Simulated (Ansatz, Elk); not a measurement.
## Bonding as seen by X-rays: SbPb2

The structure of SbPb2 used here is made up (a known structure type with other elements) and was relaxed beforehand with PBEsol. The aim is the Fourier transform of its all-electron density, F(hkl), set beside the sum over free spherical atoms that refinements use.

Calculated with Elk 11.2.3 (patched build); DFT, PBE, all-electron APW+lo, Dirac cores, scalar-relativistic bands, static density, no spin.

The structure was built from a prototype and need not be the compound's stable phase.

## 1. Set-up

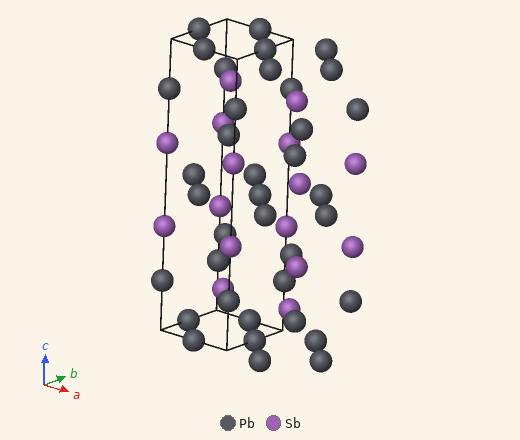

The starting structure, seen from a free direction (lead dark grey, antimony purple). 2×1×1 cells are drawn. This picture shows the conventional cell, with its axes. Some periodic images of atoms are drawn too.

## 2. Ground state and structure factors

An all-electron density is needed, since X-rays see the cores too. Task 0 finds the density and task 195 Fourier-transforms it; tshift is off so that phases refer to the origin typed.

elk.in reads:

```
tasks
  0
  195

xctype
  20

spinpol
  .false.

rgkmax
  7.0

gmaxvr
  14.0

lmaxo
  7

lmaxapw
  8

swidth
  0.002

tshift
  .false.

ramdisk
  .false.

hmaxvr
  5.5

maxscl
  120

epspot
  1e-06

sppath
  './'

avec
  -4.43514639226 4.43514639226 15.77773826537
  4.43514639226 -4.43514639226 15.77773826537
  4.43514639226 4.43514639226 -15.77773826537

atoms
  2
  'Pb.in'
  4
  0.5000000000 -0.0000000000 0.5000000000   0.000000 0.000000 0.000000
  0.8295291443 0.8295291443 0.0000000000   0.000000 0.000000 0.000000
  -0.0000000000 0.5000000000 0.5000000000   0.000000 0.000000 0.000000
  0.1704708557 0.1704708557 0.0000000000   0.000000 0.000000 0.000000
  'Sb.in'
  2
  0.6427877657 0.6427877657 -0.0000000000   0.000000 0.000000 0.000000
  0.3572122343 0.3572122343 -0.0000000000   0.000000 0.000000 0.000000

ngridk
  7 7 7
```

Launch:

```
> OMP_NUM_THREADS=4 elk
```

Numbers of over 12 decimals in the logs are rounded to 6 here.

The log of the run:

```text
┌─────────────────────────┐
│ Elk code version 11.2.3 │
└─────────────────────────┘

All units are atomic (Hartree, Bohr, etc.)

┌─────────────────────────────────────────────────┐
│ Ground-state run starting from atomic densities │
└─────────────────────────────────────────────────┘

Lattice vectors :
  -4.435146392       4.435146392       15.77773827
   4.435146392      -4.435146392       15.77773827
   4.435146392       4.435146392      -15.77773827

Reciprocal lattice vectors :
  0.2501464211E-16  0.7083402386      0.1991155260
  0.7083402386      0.2501464211E-16  0.1991155260
  0.7083402386      0.7083402386      0.7520654529E-17

Unit cell volume      :    1241.425487
Brillouin zone volume :   0.1998107950

Muffin-tin inner radius fraction :   0.1000000000E-01

Nuclei treated as point charges

Species : 1 (Pb)
 parameters loaded from : Pb.in
 name : lead
 nuclear charge    :   -82.00000000
 electronic charge :    82.00000000
 atomic mass :    377702.4943
 muffin-tin radius :    2.800000000
 number of radial points in muffin-tin :   1393
 inner part over the whole radius :   0.9993555083E-02
 number on inner part of muffin-tin    :   1001
 approximate nuclear radius :   0.1047603524E-03
 number of mesh points to nuclear radius :    525
 atomic positions (lattice), magnetic fields (Cartesian) :
  1 :   0.50000000  0.00000000  0.50000000    0.00000000  0.00000000  0.00000000
  2 :  -0.17047086 -0.17047086  0.00000000    0.00000000  0.00000000  0.00000000
  3 :   0.00000000  0.50000000  0.50000000    0.00000000  0.00000000  0.00000000
  4 :   0.17047086  0.17047086  0.00000000    0.00000000  0.00000000  0.00000000

Species : 2 (Sb)
 parameters loaded from : Sb.in
 name : antimony
 nuclear charge    :   -51.00000000
 electronic charge :    51.00000000
 atomic mass :    221954.9021
 muffin-tin radius :    2.600000000
 number of radial points in muffin-tin :   1193
 inner part over the whole radius :   0.9886087340E-02
 number on inner part of muffin-tin    :    850
 approximate nuclear radius :   0.8886795689E-04
 number of mesh points to nuclear radius :    429
 atomic positions (lattice), magnetic fields (Cartesian) :
  1 :  -0.35721223 -0.35721223  0.00000000    0.00000000  0.00000000  0.00000000
  2 :   0.35721223  0.35721223  0.00000000    0.00000000  0.00000000  0.00000000

Total number of atoms per unit cell :    6
Total muffin-tin volume :    515.0536436
 ratio of muffin-tin to unit cell volume :   0.4148888911

Spin treatment :
 spin-unpolarised

Number of Bravais lattice symmetries :   16
Number of crystal symmetries         :   16
Crystal has inversion symmetry
Real symmetric eigensolver will be used

k-point grid :      7     7     7
k-point offset :    0.000000000       0.000000000       0.000000000
k-point set is reduced with full crystal symmetry group
Total number of k-points :       40

Muffin-tin radius times maximum |G+k| :    7.000000000
 using average radius
Maximum |G+k| for APW functions       :    2.560975610
Maximum (1/2)|G+k|²                   :    3.279298037
Maximum |G| for potential and density :    14.00000000
Constant for pseudocharge density :   10
 order of it for each species :   17  17
 order of it for pair densities of each species (exact exchange by exxq0 0: 18) :   10   8
Radial integration step length :    1

G-vector grid sizes :     80    80    80
Number of G-vectors :    57447

Maximum angular momentum used for
 APW functions            :    8
 outer part of muffin-tin :    7
 inner part of muffin-tin :    2

Total nuclear charge    :   -430.0000000
Total core charge       :    344.0000000
Total valence charge    :    86.00000000
Total excess charge     :    0.000000000
Total electronic charge :    430.0000000

Effective Wigner radius, rₛ :   0.8833263737

Number of empty states         :     24
Total number of valence states :     68
Total number of core states    :    344

Third-order local-orbitals added for an l without core states : T
Total number of local-orbitals :     90

[...]
xc potential                :     -2519.2916868356
 exchange                    :     -1876.9758028176
 correlation                 :     -25.734846395802
 electron entropic           :    -0.11208381275841E-02
 total energy                :     -96685.799302283

Density of states at Fermi energy :    85.26997760
 (states/Hartree/unit cell)

Estimated indirect band gap :   0.1144893300E-02
 from k-point 26 to k-point 4
Estimated direct band gap   :   0.1600932174E-02
 at k-point 26

Charges :
 core                        :    344.0000000
 valence                     :    86.00000000
 interstitial                :    11.05655421
 muffin-tins (core leakage)
  species : 1 (Pb)
[...]
species : 2 (Sb)
[...]
total in muffin-tins        :    418.9434458
 total calculated charge     :    429.9929945
 total charge                :    430.0000000
 error                       :   0.7005541891E-02

RMS change in Kohn-Sham potential (target) :   0.1488908881     (  0.1000000000E-05)
Absolute change in total energy (target)   :    2.221817911     (  0.1000000000E-03)

[... loops 3 to 15 left out ...]

┌──────────────────┐
│ Loop number : 16 │
└──────────────────┘

Energies :
 Fermi                       :     0.227222
 sum of occupied eigenvalues :     -59634.234609262
 electron kinetic            :      111164.26832793
 core electron kinetic       :      110350.16275680
 Coulomb                     :     -205943.26985375
 Coulomb potential           :     -168309.12603768
 nuclear-nuclear             :     -7557.3889400767
 electron-nuclear            :     -228593.19609456
 Hartree                     :      30207.315180880
 Madelung                    :     -121788.70683492
 xc potential                :     -2489.3768995158
 exchange                    :     -1877.1382179639
 correlation                 :     -25.736658204880
 electron entropic           :    -0.11681991317113E-02
 total energy                :     -96681.877570191

Density of states at Fermi energy :    89.45468763
 (states/Hartree/unit cell)

Estimated indirect band gap :   0.1258197474E-02
 from k-point 36 to k-point 26
Estimated direct band gap   :   0.2608145463E-02
 at k-point 26

Charges :
 core                        :    344.0000000
 valence                     :    86.00000000
 interstitial                :    10.87760016
 muffin-tins (core leakage)
  species : 1 (Pb)
[...]
species : 2 (Sb)
[...]
total in muffin-tins        :    419.1223998
 total calculated charge     :    429.9932387
 total charge                :    430.0000000
 error                       :   0.6761334515E-02

RMS change in Kohn-Sham potential (target) :   0.8034904918E-07 (  0.1000000000E-05)
Absolute change in total energy (target)   :   0.8639437146E-04 (  0.1000000000E-03)

Convergence targets achieved

┌──────────────────┐
│ Loop number : 17 │
└──────────────────┘

Energies :
 Fermi                       :     0.227222
 sum of occupied eigenvalues :     -59634.234610683
 electron kinetic            :      111164.26832332
 core electron kinetic       :      110350.16275606
 Coulomb                     :     -205943.26984927
 Coulomb potential           :     -168309.12603479
 nuclear-nuclear             :     -7557.3889400767
 electron-nuclear            :     -228593.19608803
 Hartree                     :      30207.315178831
 Madelung                    :     -121788.70683188
 xc potential                :     -2489.3768992135
 exchange                    :     -1877.1382179611
 correlation                 :     -25.736658199126
 electron entropic           :    -0.11681992424921E-02
 total energy                :     -96681.877570314

Density of states at Fermi energy :    89.45470043
 (states/Hartree/unit cell)

Estimated indirect band gap :   0.1258188882E-02
 from k-point 36 to k-point 26
Estimated direct band gap   :   0.2608135553E-02
 at k-point 26

Charges :
 core                        :    344.0000000
 valence                     :    86.00000000
 interstitial                :    10.87759979
 muffin-tins (core leakage)
  species : 1 (Pb)
[...]
atom 4                    :    80.26090722     (  0.1175572879E-02)
  species : 2 (Sb)
   atom 1                    :    48.96623165     (  0.7828651164E-03)
   atom 2                    :    48.96623165     (  0.7828651164E-03)
 total in muffin-tins        :    419.1224002
 total calculated charge     :    429.9932387
 total charge                :    430.0000000
 error                       :   0.6761334653E-02

┌──────────────────────────────┐
│ Self-consistent loop stopped │
└──────────────────────────────┘

Warning : core states of species 1 leak from the muffin-tin :   0.1184333251E-02

Warning : core states of species 2 leak from the muffin-tin :   0.7828651164E-03

Wrote STATE.OUT
```

Elapsed: 50 s, on 4 threads of AMD EPYC 9B45 (Zen 5), shared host; peak memory 0.41 GiB; 2.3 min of CPU time.

SFACRHO.OUT:

```text

h k l indices transformed by vhmat matrix:
   1.000000000       0.000000000       0.000000000    
   0.000000000       1.000000000       0.000000000    
   0.000000000       0.000000000       1.000000000    

      h      k      l  multipl.   |H|            Re(F)            Im(F)           |F|

      0      0      0      1   0.0000000       430.00000      0.11331502E-15   430.00000    
     -1     -1      1      2  0.39823105       51.723976      0.43070599E-13   51.723976    
     -1      0      1      8  0.73579405       15.276715     -0.38763539E-13   15.276715    
     -2     -2      2      2  0.79646210       5.7520424     -0.60298838E-13   5.7520424    
      2      1     -2      8  0.92658989      -67.751456     -0.23904182E-12   67.751456    
      1     -1      0      4   1.0017444       88.176639      0.15516647E-13   88.176639    
     -2      0      1      8   1.0779980      -242.82714      0.43070599E-13   242.82714    
      3      3     -3      2   1.1946932       335.49376      0.14213298E-12   335.49376    
     -2     -3      3      8   1.2218513       103.75665     -0.60298838E-13   103.75665    
      2      2     -1      8   1.2797827      -272.96205      0.64605898E-13   272.96205    
     -1      1      1      4   1.4166805       353.85694     -0.30990972E-13   353.85694    
      0     -2      2      8   1.4715881       44.577426      0.25842359E-13   44.577426    
      2      4     -3      8   1.5590970       46.955863      0.15936122E-12   46.955863    
     -4     -3      4      8   1.5634732      -31.151817     -0.34575933E-12   31.151817    
      4      4     -4      2   1.5929242       94.155721     -0.40486363E-12   94.155721    
     -1      0      2     16   1.5963635       15.383884     -0.60298838E-13   15.383884    
     -3     -1      1      8   1.6252186       8.0151173     -0.43070599E-14   8.0151173    
     -3      0      2     16   1.6927943      -61.902276      0.15505416E-12   61.902276
```

Elk indexes on the primitive cell of elk.in and gives |H| = 4π sin θ/λ in inverse bohr. Below, one row stands for each form hkl of the conventional cell (m members, Friedel mates merged), F is for one primitive cell and the density is static (no thermal factor). Free-atom factors are Waasmaier and Kirfel's, and R is Σm||F|−|F'||/Σm|F|.

```
hkl   m  sin θ/λ (Å⁻¹)  abs F, DFT  neutral atoms   diff.
002   2          0.060      51.724         51.760  -0.036
101   8          0.111      15.277         15.479  -0.202
004   2          0.120       5.752          6.053  -0.301
103   8          0.139      67.751         68.074  -0.322
110   4          0.151      88.177         88.032  +0.145
112   8          0.162     242.827        243.060  -0.233
006   2          0.180     335.494        335.781  -0.287
105   8          0.184     103.757        103.837  -0.080
114   8          0.193     272.962        273.212  -0.250
200   4          0.213     353.857        354.267  -0.410
202   8          0.221      44.577         44.668  -0.091
116   8          0.234      46.956         47.051  -0.095
107   8          0.235      31.152         31.315  -0.163
008   2          0.239      94.156         94.154  +0.002
211  16          0.240      15.384         15.328  +0.056
204   8          0.244       8.015          7.912  +0.103
213  16          0.255      61.902         61.843  +0.059
206   8          0.279     297.273        297.371  -0.098
```

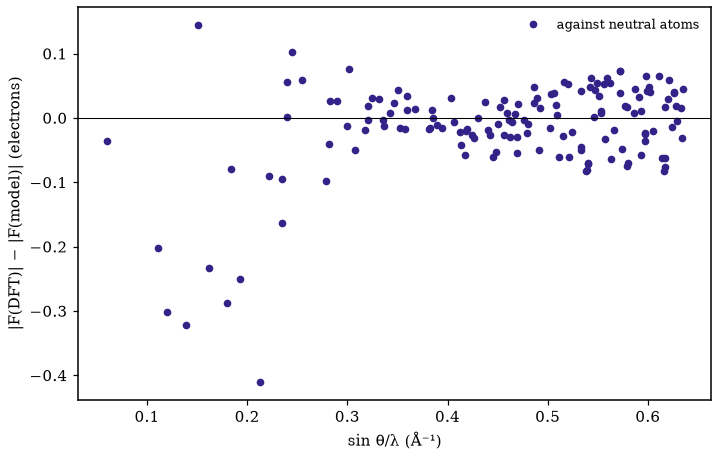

Difference between the calculated structure factors and the independent-atom ones.

## 3. The highest occupied states alone

An energy window below the Fermi level keeps the highest occupied states, to see at which angles they scatter; shallow core shells can lie inside it and anion s states outside. No new self-consistency is needed.

Changes to elk.in since step 2:

```diff
@@ -1,3 +1,2 @@
 tasks
-  0
   195
@@ -40,2 +39,5 @@
 
+wsfac
+  -0.213770 0.527220
+
 sppath
```

Launch:

```
> OMP_NUM_THREADS=4 elk
```

The log of the run:

```text
┌─────────────────────────────────┐
│ Elk code version 11.2.3 started │
└─────────────────────────────────┘

Info(readinput): the functional depends on the density's gradient
 muffin-tin radial points multiplied by    2.00000
 (not where nrmtscf is given)

┌────────────────────┐
│ Current task : 195 │
└────────────────────┘

Info(sfacrho): density structure factors written to SFACRHO.OUT

 Energy window :  -0.2137700000      0.5272200000

┌──────────────────┐
│ Elk code stopped │
└──────────────────┘
```

Elapsed: 12 s, on 4 threads; peak memory 0.26 GiB.

States within 12 eV below the Fermi level hold 25.98 electrons; any levels below the window count with the cores. Their amplitudes can exceed the total, where window and core parts have opposite phase:

| hkl | sin θ/λ (Å⁻¹) | abs F, window | abs F, all |
| --- | --- | --- | --- |
| 002 | 0.060 | 1.100 | 51.724 |
| 101 | 0.111 | 1.418 | 15.277 |
| 004 | 0.120 | 2.229 | 5.752 |
| 103 | 0.139 | 0.783 | 67.751 |
| 110 | 0.151 | 2.664 | 88.177 |
| 112 | 0.162 | 2.567 | 242.827 |
| 006 | 0.180 | 2.577 | 335.494 |
| 105 | 0.184 | 0.738 | 103.757 |
| 114 | 0.193 | 1.623 | 272.962 |
| 200 | 0.213 | 0.705 | 353.857 |

## 4. Another functional

The difference from free atoms is small, so it is set against the change that LDA (Perdew-Wang) makes.

Changes to elk.in since step 3:

```diff
@@ -1,2 +1,3 @@
 tasks
+  0
   195
@@ -4,3 +5,3 @@
 xctype
-  20
+  3
 
@@ -39,5 +40,2 @@
 
-wsfac
-  -0.213770 0.527220
-
 sppath
```

Launch:

```
> OMP_NUM_THREADS=4 elk
```

The log of the run:

```text
┌─────────────────────────┐
│ Elk code version 11.2.3 │
└─────────────────────────┘

All units are atomic (Hartree, Bohr, etc.)

┌─────────────────────────────────────────────────┐
│ Ground-state run starting from atomic densities │
└─────────────────────────────────────────────────┘

Lattice vectors :
  -4.435146392       4.435146392       15.77773827
   4.435146392      -4.435146392       15.77773827
   4.435146392       4.435146392      -15.77773827

Reciprocal lattice vectors :
  0.2501464211E-16  0.7083402386      0.1991155260
[...]
species : 2 (Sb)
   atom 1                    :    48.98189209     (  0.7959333514E-03)
   atom 2                    :    48.98189209     (  0.7959333514E-03)
 total in muffin-tins        :    419.2227023
 total calculated charge     :    429.9931669
 total charge                :    430.0000000
 error                       :   0.6833146986E-02

┌──────────────────────────────┐
│ Self-consistent loop stopped │
└──────────────────────────────┘

Warning : core states of species 1 leak from the muffin-tin :   0.1194208004E-02

Warning : core states of species 2 leak from the muffin-tin :   0.7959333514E-03

Wrote STATE.OUT
[key lines of the parts left out:]
total energy                :     -96625.926765321
```

Wall time 31 s (4 threads); peak memory 0.3 GiB.

Against the first run R = 0.01 %; the largest change is -0.071 at 220.

## 5. A coarser k-mesh

About half the k-points along each axis test the sampling.

Changes to elk.in since step 4:

```diff
@@ -5,3 +5,3 @@
 xctype
-  3
+  20
 
@@ -62,2 +62,2 @@
 ngridk
-  7 7 7
+  4 4 4
```

Launch:

```
> OMP_NUM_THREADS=4 elk
```

The log of the run:

```text
┌─────────────────────────┐
│ Elk code version 11.2.3 │
└─────────────────────────┘

All units are atomic (Hartree, Bohr, etc.)

┌─────────────────────────────────────────────────┐
│ Ground-state run starting from atomic densities │
└─────────────────────────────────────────────────┘

Lattice vectors :
  -4.435146392       4.435146392       15.77773827
   4.435146392      -4.435146392       15.77773827
   4.435146392       4.435146392      -15.77773827

Reciprocal lattice vectors :
  0.2501464211E-16  0.7083402386      0.1991155260
[...]
species : 2 (Sb)
   atom 1                    :    48.96343140     (  0.7827165093E-03)
   atom 2                    :    48.96343140     (  0.7827165093E-03)
 total in muffin-tins        :    419.1186927
 total calculated charge     :    429.9932394
 total charge                :    430.0000000
 error                       :   0.6760593803E-02

┌──────────────────────────────┐
│ Self-consistent loop stopped │
└──────────────────────────────┘

Warning : core states of species 1 leak from the muffin-tin :   0.1184227641E-02

Warning : core states of species 2 leak from the muffin-tin :   0.7827165093E-03

Wrote STATE.OUT
[key lines of the parts left out:]
total energy                :     -96681.879553753
```

The job ended after 33 s (4 threads; peak memory 0.41 GiB).

Against the first run R = 0.00 %; the largest change is -0.021 at 004.

## 6. Settings against the effect

| run | R against the first run (%) | R against neutral atoms, low angle (%) | wall time |
| --- | --- | --- | --- |
| PBE, rgkmax 7 | 0.00 | 0.12 | 50 s |
| LDA (Perdew-Wang) | 0.01 | 0.12 | 31 s |
| k-mesh 4×4×4 | 0.00 | 0.12 | 33 s |

## 7. Results

* R against neutral atoms, sin θ/λ < 0.3 Å⁻¹: 0.12 %
* R against neutral atoms, 0.3 to 0.63 Å⁻¹: 0.04 %

**Reading.** Independent neutral atoms miss the calculated amplitudes by R = 0.12 % below 0.3 Å⁻¹ and 0.04 % from there to 0.63 Å⁻¹; by shells, 0.62 % below 0.15 Å⁻¹ (4 forms), 0.09 % 0.15 to 0.3 (18 forms), 0.03 % 0.3 to 0.45 (38 forms), 0.04 % above 0.45 (89 forms). Bonding, aspherical density and the tables' own atoms all enter these figures, and the runs don't part them. The largest change of an amplitude is -0.41 electrons, at 200. The window's part falls from 26.0 electrons at the origin to at most 0.48 between 0.45 and 0.63 Å⁻¹. Below 0.3 Å⁻¹ the changes that finished (LDA (Perdew-Wang) and k-mesh 4×4×4) move F by R = 0.01 % at most, against the 0.12 % that separates it from free atoms. The basis has no finished test. Spin-orbit coupling is left out, which can matter for elements this heavy. Part of the difference isn't bonding: the tables are fits to free atoms and ions calculated by other methods than this functional. Thermal motion, anomalous dispersion and extinction are left out.

[Logs are printed without paths, hosts, clocks, repeated set-up lines and the standing remarks that a program may print on its own settings, such as how far it seeks lower states.]

[Hosts, paths, dates, database ids (printed as entryN), source tags and the programs' standing remarks are cut or masked in the printed files.]
